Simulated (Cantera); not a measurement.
A closed system holds: 1 mol SiO₂, 0.71 mol F₂, 67 mol N₂, at 1.20 Pa.

Method: chemical equilibrium by Gibbs-energy minimisation in Cantera with the NASA 1993 tables (ideal gas, pure condensed phases). Candidate condensed phases: Si, SiO₂, Si₂N₂O, Si₃N₄; 28 gas species. The tables' values for SiF₃, SiO₂ are old estimates; treat these amounts as uncertain. The tables hold silica as quartz up to 1696 K and as liquid above; real silica turns to tridymite and cristobalite and melts near 1996 K. Rates play no part.

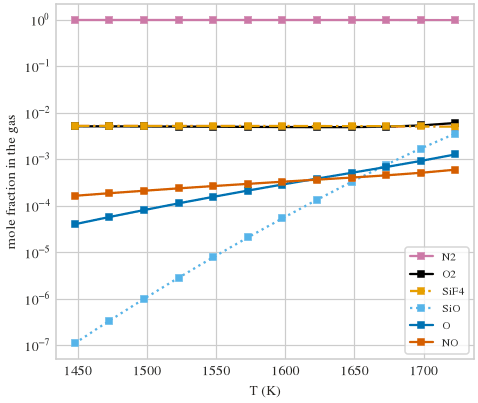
Fig. 1. Equilibrium gas composition (values under 1e-9 drawn at 1e-9)

**Question.** Read off the mole fractions at 1573 K.

**Answer.** N₂ about 0.99, SiF₄ about 0.0052, O₂ about 0.0050, NO about 0.00030, O about 0.00021, SiO about 2.1e-5.
